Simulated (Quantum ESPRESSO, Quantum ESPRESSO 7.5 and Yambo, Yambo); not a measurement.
# A GW chain in Yambo: CuI (Marshite)

How does a plane-wave GW calculation on CuI (Marshite) run from the first input to the gap?

Program: Quantum ESPRESSO 7.5 and Yambo 5.3.0. Level of theory: PBE and many-body steps on it, plane waves. Results are calculated unless marked as measured.

The database entry behind the starting cell differs from later determinations by our own check (about 0.15 % long (mineral sample)), so it need not match the best structure at ambient conditions.

In doubt: a PseudoDojo file used here is known to give poor structures and forces, which bears on pressures, cells, forces and phonons.

### 1. Starting point

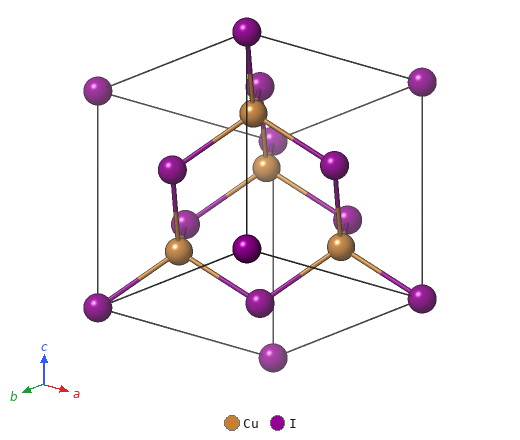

Start, viewed from a free direction; copper orange, iodine purple. This picture shows the conventional cell, with its axes. Bonds to atoms that aren't drawn are left out. Some periodic images of atoms are drawn too.

The cell and positions come from the Crystallography Open Database and are kept as given unless a step says otherwise. Spin-orbit coupling is left out unless a step names it.

### 2. Ground state

This step: Quantum ESPRESSO 7.5; DFT, PBE, plane waves, norm-conserving pseudopotentials.

The ground-state density comes first.

File pw.in:

```
&control
  calculation = 'scf'
  prefix = 'x'
  outdir = 'o'
  pseudo_dir = 'pseudo'
/
&system
  ibrav = 0
  nat = 2
  ntyp = 2
  ecutwfc = 84.0
  nbnd = 27
  force_symmorphic = .true.
/
&electrons
  conv_thr = 1e-10
  electron_maxstep = 80
  mixing_beta = 0.5
/
ATOMIC_SPECIES
  Cu 63.546 Cu.upf
  I 126.9 I.upf
CELL_PARAMETERS angstrom
  0.0000000000 3.0315000000 3.0315000000
  3.0315000000 0.0000000000 3.0315000000
  3.0315000000 3.0315000000 0.0000000000
ATOMIC_POSITIONS crystal
  Cu 0.2500000000 0.2500000000 0.2500000000
  I 0.0000000000 0.0000000000 0.0000000000
K_POINTS automatic
  6 6 6 0 0 0
```

On the command line:

```
> OMP_NUM_THREADS=1 mpirun -n 4 pw.x -nk 4 -in pw.in > pw.out
```

Output:

```text
Program PWSCF v.7.5 starts

     This program is part of the open-source Quantum ESPRESSO suite
     for quantum simulation of materials; please cite
         "P. Giannozzi et al., J. Phys.:Condens. Matter 21 395502 (2009);
         "P. Giannozzi et al., J. Phys.:Condens. Matter 29 465901 (2017);
         "P. Giannozzi et al., J. Chem. Phys. 152 154105 (2020);
     in publications or presentations arising from this work. More details at
     Message from routine setup:
     using ibrav=0 with symmetry is DISCOURAGED, use correct ibrav instead

     G-vector sticks info

     bravais-lattice index     =            0
     lattice parameter (alat)  =       8.1016  a.u.
     unit-cell volume          =     376.0099 (a.u.)^3
     number of atoms/cell      =            2
     number of atomic types    =            2
     number of electrons       =        44.00
     number of Kohn-Sham states=           27
     kinetic-energy cutoff     =      84.0000  Ry
     charge density cutoff     =     336.0000  Ry
     scf convergence threshold =      1.0E-10
     mixing beta               =       0.5000
     number of iterations used =            8  plain     mixing
     Exchange-correlation= PBE
                           (   1   4   3   4   0   0   0)

     celldm(1)=   8.101612  celldm(2)=   0.000000  celldm(3)=   0.000000
     celldm(4)=   0.000000  celldm(5)=   0.000000  celldm(6)=   0.000000

     crystal axes: (cart. coord. in units of alat)
               a(1) = (   0.000000   0.707107   0.707107 )
               a(2) = (   0.707107   0.000000   0.707107 )
               a(3) = (   0.707107   0.707107   0.000000 )

     reciprocal axes: (cart. coord. in units 2 pi/alat)
               b(1) = ( -0.707107  0.707107  0.707107 )
               b(2) = (  0.707107 -0.707107  0.707107 )
               b(3) = (  0.707107  0.707107 -0.707107 )
     Pseudo is Norm-conserving + core correction, Zval = 19.0
     Generated using ONCVPSP code by D. R. Hamann
     Using radial grid of 1492 points,  6 beta functions with:
     Pseudo is Norm-conserving + core correction, Zval = 25.0
     Generated using ONCVPSP code by D. R. Hamann
     Using radial grid of 1188 points,  8 beta functions with:
     Cu               19.00    63.54600     Cu( 1.00)
     I                25.00   126.90000     I ( 1.00)

     24 Sym. Ops. (no inversion) found

   Cartesian axes

     site n.     atom                  positions (alat units)
         1        Cu     tau(   1) = (   0.3535534   0.3535534   0.3535534  )
         2        I      tau(   2) = (   0.0000000   0.0000000   0.0000000  )

     number of k points=    16
                       cart. coord. in units 2pi/alat
        k(    1) = (   0.0000000   0.0000000   0.0000000), wk =   0.0092593
        k(    2) = (   0.1178511   0.1178511  -0.1178511), wk =   0.0740741
        k(    3) = (   0.2357023   0.2357023  -0.2357023), wk =   0.0740741
        k(    4) = (  -0.3535534  -0.3535534   0.3535534), wk =   0.0370370
        k(    5) = (   0.2357023   0.0000000  -0.0000000), wk =   0.0555556
        k(    6) = (   0.3535534   0.1178511  -0.1178511), wk =   0.2222222
        k(    7) = (  -0.2357023  -0.4714045   0.4714045), wk =   0.2222222
        k(    8) = (  -0.1178511  -0.3535534   0.3535534), wk =   0.2222222
        k(    9) = (   0.0000000  -0.2357023   0.2357023), wk =   0.1111111
        k(   10) = (   0.4714045   0.0000000  -0.0000000), wk =   0.0555556
     [... 4 further rows ...]
        k(   15) = (  -0.1178511  -0.3535534   0.5892557), wk =   0.2222222
        k(   16) = (  -0.7071068   0.2357023   0.0000000), wk =   0.1111111

     Dense  grid:    39189 G-vectors     FFT dimensions: (  48,  48,  48)

     Initial potential from superposition of free atoms

     starting charge      43.9996, renormalised to      44.0000
     Starting wfcs are   23 randomized atomic wfcs +    4 random wfcs

     per-process dynamical memory:    36.2 Mb

     Self-consistent Calculation

     iteration #  1     ecut=    84.00 Ry     beta= 0.50

     Threshold (ethr) on eigenvalues was too large:
     Diagonalizing with lowered threshold

     total energy              =   -1004.64241301 Ry
     estimated scf accuracy    <       0.07425751 Ry

     iteration #  2     ecut=    84.00 Ry     beta= 0.50

     total energy              =   -1004.66553308 Ry
     estimated scf accuracy    <       0.06640166 Ry

     iteration #  3     ecut=    84.00 Ry     beta= 0.50

     total energy              =   -1004.67483485 Ry
     estimated scf accuracy    <       0.00140042 Ry

     iteration #  4     ecut=    84.00 Ry     beta= 0.50

     total energy              =   -1004.67512242 Ry
     estimated scf accuracy    <       0.00084776 Ry

     iteration #  5     ecut=    84.00 Ry     beta= 0.50

     total energy              =   -1004.67526120 Ry
     estimated scf accuracy    <       0.00000621 Ry

     iteration #  6     ecut=    84.00 Ry     beta= 0.50

     total energy              =   -1004.67525988 Ry
     estimated scf accuracy    <       0.00001651 Ry

     iteration #  7     ecut=    84.00 Ry     beta= 0.50

     total energy              =   -1004.67526477 Ry
     estimated scf accuracy    <       0.00000369 Ry

     iteration #  8     ecut=    84.00 Ry     beta= 0.50

     total energy              =   -1004.67526522 Ry
     estimated scf accuracy    <       0.00000010 Ry

     iteration #  9     ecut=    84.00 Ry     beta= 0.50

     total energy              =   -1004.67526523 Ry
     estimated scf accuracy    <          8.7E-09 Ry

     iteration # 10     ecut=    84.00 Ry     beta= 0.50

     total energy              =   -1004.67526523 Ry
     estimated scf accuracy    <          8.6E-09 Ry

     iteration # 11     ecut=    84.00 Ry     beta= 0.50

     End of self-consistent calculation

          k = 0.0000 0.0000 0.0000 (  4909 PWs)   bands (ev):

  -167.0560-113.9829-113.9829-113.9829-102.3482 -59.7749 -59.7749 -59.7749
   -36.5976 -36.5976 -36.5952 -36.5952 -36.5952  -4.8943   5.5003   5.5003
     5.5003   7.3186   7.3186   9.1591   9.1591   9.1591  10.2556  14.0271
    14.0271  14.0271  17.2831

          k = 0.1179 0.1179-0.1179 (  4870 PWs)   bands (ev):

  -167.0560-113.9828-113.9828-113.9828-102.3482 -59.7748 -59.7748 -59.7748
   -36.5942 -36.5942 -36.5936 -36.5874 -36.5874  -4.7695   4.9894   5.5088
     5.5088   7.3098   7.3098   8.2966   8.9664   8.9664  11.1872  14.0221
    14.3750  14.3750  17.9718

          k = 0.2357 0.2357-0.2357 (  4879 PWs)   bands (ev):

  -167.0560-113.9828-113.9828-113.9828-102.3482 -59.7748 -59.7748 -59.7748
   -36.5953 -36.5953 -36.5926 -36.5874 -36.5874  -4.4958   4.0114   5.5190
     5.5190   7.3210   7.3210   7.6146   8.6206   8.6206  11.3723  14.6367
    14.6367  15.5573  17.7768

          k =-0.3536-0.3536 0.3536 (  4910 PWs)   bands (ev):

     [... further k-points ...]

     highest occupied, lowest unoccupied level (ev):     9.1591   10.2556

!    total energy              =   -1004.67526523 Ry
     estimated scf accuracy    <          2.5E-12 Ry

     The total energy is the sum of the following terms:
     one-electron contribution =    -810.28903411 Ry
     hartree contribution      =     392.75897309 Ry
     xc contribution           =    -126.08869929 Ry
     ewald contribution        =    -461.05650492 Ry

     convergence has been achieved in  11 iterations

     XML data file, charge density, pseudopotentials, collected wavefunctions

=------------------------------------------------------------------------------=
   JOB DONE.
=------------------------------------------------------------------------------=
```

Run time: 46 s. Hardware: 4 MPI ranks of AMD EPYC 7571, shared host; peak memory 0.35 GiB.

Numbers from this step:

- total energy: -13669.3033 eV
- gap: 1.096 eV
- k of the valence top: 0, 0, 0
- k of the conduction bottom: 0, 0, 0
- least direct gap: 1.096 eV

The gap is direct, at Γ.

### 3. Bands along the symmetry lines

Levels along a band path, at the cheap level, show where the edges lie and whether the meshes to come will hold them.

File pw.in:

```
&control
  calculation = 'bands'
  prefix = 'x'
  outdir = 'o'
  pseudo_dir = 'pseudo'
/
&system
  ibrav = 0
  nat = 2
  ntyp = 2
  ecutwfc = 84.0
  nbnd = 28
  force_symmorphic = .true.
/
&electrons
  conv_thr = 1e-9
  electron_maxstep = 80
  diago_full_acc = .true.
  diago_thr_init = 5e-6
/
ATOMIC_SPECIES
  Cu 63.546 Cu.upf
  I 126.9 I.upf
CELL_PARAMETERS angstrom
  0.0000000000 3.0315000000 3.0315000000
  3.0315000000 0.0000000000 3.0315000000
  3.0315000000 3.0315000000 0.0000000000
ATOMIC_POSITIONS crystal
  Cu 0.2500000000 0.2500000000 0.2500000000
  I 0.0000000000 0.0000000000 0.0000000000
K_POINTS crystal
  50
  0.00000000 0.00000000 0.00000000 1
  -0.06250000 -0.06250000 0.00000000 1
  -0.12500000 -0.12500000 0.00000000 1
  -0.18750000 -0.18750000 0.00000000 1
  -0.25000000 -0.25000000 0.00000000 1
  -0.31250000 -0.31250000 0.00000000 1
  -0.37500000 -0.37500000 0.00000000 1
  -0.43750000 -0.43750000 0.00000000 1
  -0.50000000 -0.50000000 0.00000000 1
  -0.48437500 -0.48437500 0.03125000 1
  -0.46875000 -0.46875000 0.06250000 1
  -0.45312500 -0.45312500 0.09375000 1
  -0.43750000 -0.43750000 0.12500000 1
  -0.42187500 -0.42187500 0.15625000 1
  -0.40625000 -0.40625000 0.18750000 1
  -0.39062500 -0.39062500 0.21875000 1
  -0.37500000 -0.37500000 0.25000000 1
  -0.37500000 0.00000000 0.37500000 1
  -0.32812500 0.00000000 0.32812500 1
  -0.28125000 0.00000000 0.28125000 1
  -0.23437500 0.00000000 0.23437500 1
  -0.18750000 0.00000000 0.18750000 1
  -0.14062500 0.00000000 0.14062500 1
  -0.09375000 0.00000000 0.09375000 1
  -0.04687500 0.00000000 0.04687500 1
  0.00000000 0.00000000 0.00000000 1
  0.00000000 0.00000000 0.06250000 1
  0.00000000 0.00000000 0.12500000 1
  0.00000000 0.00000000 0.18750000 1
  0.00000000 0.00000000 0.25000000 1
  0.00000000 0.00000000 0.31250000 1
  0.00000000 0.00000000 0.37500000 1
  0.00000000 0.00000000 0.43750000 1
  -0.00000000 0.00000000 0.50000000 1
  -0.06250000 -0.03125000 0.46875000 1
  -0.12500000 -0.06250000 0.43750000 1
  -0.18750000 -0.09375000 0.40625000 1
  -0.25000000 -0.12500000 0.37500000 1
  -0.31250000 -0.15625000 0.34375000 1
  -0.37500000 -0.18750000 0.31250000 1
  -0.43750000 -0.21875000 0.28125000 1
  -0.50000000 -0.25000000 0.25000000 1
  -0.50000000 -0.28125000 0.21875000 1
  -0.50000000 -0.31250000 0.18750000 1
  -0.50000000 -0.34375000 0.15625000 1
  -0.50000000 -0.37500000 0.12500000 1
  -0.50000000 -0.40625000 0.09375000 1
  -0.50000000 -0.43750000 0.06250000 1
  -0.50000000 -0.46875000 0.03125000 1
  -0.50000000 -0.50000000 0.00000000 1
```

Output:

```text
[banner, memory and clock lines left out]
Program PWSCF v.7.5 starts

     Atomic positions and unit cell read from directory:
     o/x.save/

     Message from routine setup:
     using ibrav=0 with symmetry is DISCOURAGED, use correct ibrav instead

     G-vector sticks info

     bravais-lattice index     =            0
     lattice parameter (alat)  =       8.1016  a.u.
     unit-cell volume          =     376.0099 (a.u.)^3
     number of atoms/cell      =            2
     number of atomic types    =            2
     number of electrons       =        44.00
     number of Kohn-Sham states=           28
     kinetic-energy cutoff     =      84.0000  Ry
     charge density cutoff     =     336.0000  Ry
     Exchange-correlation= PBE
                           (   1   4   3   4   0   0   0)

     celldm(1)=   8.101612  celldm(2)=   0.000000  celldm(3)=   0.000000
     celldm(4)=   0.000000  celldm(5)=   0.000000  celldm(6)=   0.000000

     crystal axes: (cart. coord. in units of alat)
               a(1) = (   0.000000   0.707107   0.707107 )
               a(2) = (   0.707107   0.000000   0.707107 )
               a(3) = (   0.707107   0.707107   0.000000 )

     reciprocal axes: (cart. coord. in units 2 pi/alat)
               b(1) = ( -0.707107  0.707107  0.707107 )
               b(2) = (  0.707107 -0.707107  0.707107 )
               b(3) = (  0.707107  0.707107 -0.707107 )
     Pseudo is Norm-conserving + core correction, Zval = 19.0
     Generated using ONCVPSP code by D. R. Hamann
     Using radial grid of 1492 points,  6 beta functions with:
     Pseudo is Norm-conserving + core correction, Zval = 25.0
     Generated using ONCVPSP code by D. R. Hamann
     Using radial grid of 1188 points,  8 beta functions with:
     Cu               19.00    63.54600     Cu( 1.00)
     I                25.00   126.90000     I ( 1.00)

     24 Sym. Ops. (no inversion) found

   Cartesian axes

     site n.     atom                  positions (alat units)
         1        Cu     tau(   1) = (   0.3535534   0.3535534   0.3535534  )
         2        I      tau(   2) = (   0.0000000   0.0000000   0.0000000  )

     number of k points=    50
                       cart. coord. in units 2pi/alat
        k(    1) = (   0.0000000   0.0000000   0.0000000), wk =   0.0400000
        k(    2) = (   0.0000000   0.0000000  -0.0883883), wk =   0.0400000
        k(    3) = (   0.0000000   0.0000000  -0.1767767), wk =   0.0400000
[...]
[... 38 further rows ...]
        k(   49) = (   0.0441942  -0.0000000  -0.7071068), wk =   0.0400000
        k(   50) = (   0.0000000   0.0000000  -0.7071068), wk =   0.0400000

     Dense  grid:    39189 G-vectors     FFT dimensions: (  48,  48,  48)

     The potential is recalculated from file :
     o/x.save/charge-density

     Starting wfcs are   23 randomized atomic wfcs +    5 random wfcs

     Band Structure Calculation

     End of band structure calculation

          k = 0.0000 0.0000 0.0000 (  4909 PWs)   bands (ev):

  -167.0560-113.9828-113.9828-113.9828-102.3482 -59.7749 -59.7749 -59.7749
   -36.5976 -36.5976 -36.5952 -36.5952 -36.5952  -4.8943   5.5003   5.5003
     5.5003   7.3186   7.3186   9.1591   9.1591   9.1591  10.2556  14.0271
    14.0271  14.0271  17.2832  18.8735

          k = 0.0000 0.0000-0.0884 (  4925 PWs)   bands (ev):

  -167.0560-113.9829-113.9829-113.9828-102.3482 -59.7750 -59.7750 -59.7749
   -36.5994 -36.5985 -36.5985 -36.5982 -36.5949  -4.8696   5.4099   5.4956
[...]
14.1755  14.1755  17.5784  18.1738

          k = 0.0000 0.0000-0.1768 (  4897 PWs)   bands (ev):

  -167.0560-113.9829-113.9829-113.9828-102.3482 -59.7749 -59.7749 -59.7748
[...]
14.5885  14.5885  17.0946  18.4674

          k = 0.0000 0.0000-0.2652 (  4905 PWs)   bands (ev):

[...]
k =-0.0000-0.0000-0.4419 (  4897 PWs)   bands (ev):

[...]
k =-0.0000-0.0000-0.6187 (  4888 PWs)   bands (ev):

[...]
k = 0.5303-0.0000-0.5303 (  4914 PWs)   bands (ev):

[...]
k = 0.3977-0.0000-0.3977 (  4892 PWs)   bands (ev):

[...]
k = 0.2652-0.0000-0.2652 (  4878 PWs)   bands (ev):

[...]
k = 0.0000 0.0000 0.0000 (  4909 PWs)   bands (ev):

[...]
k = 0.1326 0.0000-0.7071 (  4890 PWs)   bands (ev):

[...]
k = 0.0884-0.0000-0.7071 (  4884 PWs)   bands (ev):

[...]
k = 0.0442-0.0000-0.7071 (  4882 PWs)   bands (ev):

  -167.0560-113.9828-113.9828-113.9828-102.3482 -59.7749 -59.7748 -59.7748
[...]
18.1644  18.7147  18.9658  20.7298

          k = 0.0000 0.0000-0.7071 (  4880 PWs)   bands (ev):

  -167.0560-113.9828-113.9828-113.9828-102.3482 -59.7749 -59.7748 -59.7748
   -36.5931 -36.5931 -36.5925 -36.5916 -36.5867  -4.1574   3.5576   5.3813
     5.3814   7.2933   7.3713   7.4075   7.6717   7.6717  11.8621  12.0485
    18.3107  18.8995  18.8995  20.6969

     XML data file, pseudopotentials, collected wavefunctions
```

Wall time 27 s (4 MPI ranks); peak memory 0.3 GiB; 1.8 min of CPU time.

This step gave:

| Quantity | Value |
| --- | --- |
| gap | 1.096 eV |
| k of the valence top | 0, 0, 0 |
| k of the conduction bottom | 0, 0, 0 |
| least direct gap | 1.096 eV |

The gap is 1.096 eV, as in the run before at this level.

Electronic bands along the path, in eV, zero at the top of the highest filled band:

```tsv
point	band 19	band 20	band 21	band 22	band 23	band 24	band 25	band 26
Γ	-1.84	0.00	0.00	0.00	1.10	4.87	4.87	4.87
X	-1.79	-1.75	-1.49	-1.49	2.70	2.89	9.15	9.74
U	-1.81	-1.70	-1.50	-1.24	3.08	4.60	7.53	7.86
jump to K	-1.81	-1.70	-1.50	-1.24	3.08	4.60	7.53	7.86
Γ	-1.84	0.00	0.00	0.00	1.10	4.87	4.87	4.87
L	-1.81	-1.77	-0.71	-0.71	2.12	5.41	5.41	7.37
W	-1.89	-1.76	-1.59	-1.25	4.47	4.65	6.00	6.38
X	-1.79	-1.75	-1.49	-1.49	2.70	2.89	9.15	9.74
```

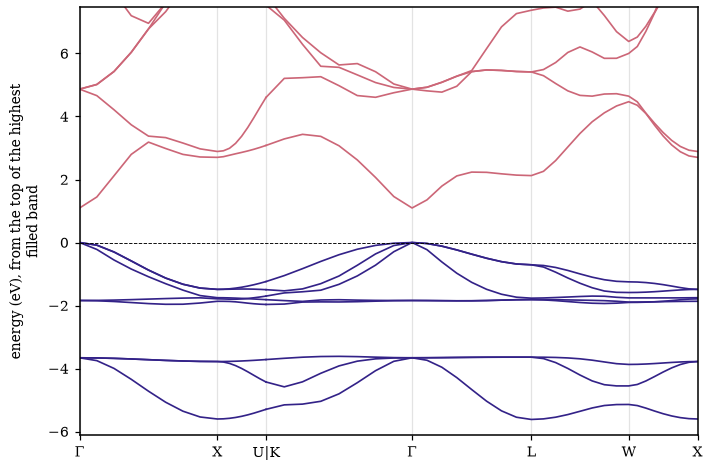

Electronic bands along the path; lines of filled and empty bands in two colours.

(Continued in part 2 of 2.)

[Paths, hosts, dates, memory and timing lines, banners, echoed tables and standing remarks are left out of the program output.]

[Logs are printed without paths, hosts, clocks, repeated set-up lines and the standing remarks that a program may print on its own settings, such as how far it seeks lower states.]

[Runs of the session that timed out or met a known fault of the program may be left out.]

[Hosts, paths, dates, database ids (printed as entryN), source tags and the programs' standing remarks are cut or masked in the printed files.]
